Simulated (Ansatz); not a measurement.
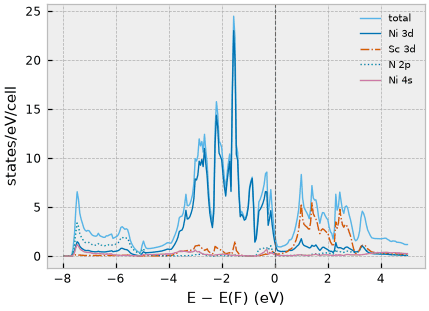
Figure. Total and projected density of states of ScNi3N (anti-perovskite, space group No. 221), plane-wave PAW PBE (Ansatz code)

Task: Which orbitals carry the states next to the Fermi level?

Result: Within 0.5 eV of the Fermi level: Ni 3d 71 %, N 2p 11 %, Sc 3d 8 %, Ni 4s 6 %. Projections are on Löwdin-orthogonalised atomic valence shells; empty p or d shells of many metals are not among them.

Task: Where is the tallest occupied peak in this window, and what makes it?

Result: Near -1.5 eV, about 24 states/eV per cell; the largest projected share is Ni 3d.

Space group Pm-3m (anti-perovskite). The start of the workflow was typed in or built on a structure type; neither database checked (COD, Materials Project) lists it. Its standing as an ambient phase is unchecked. Symmetry was held in the PBE relaxation; whether a distortion lowers the energy is not shown. The workflow began spin-polarised and lost its moments.

Potentials: the earlier of the program's two PAW sets.
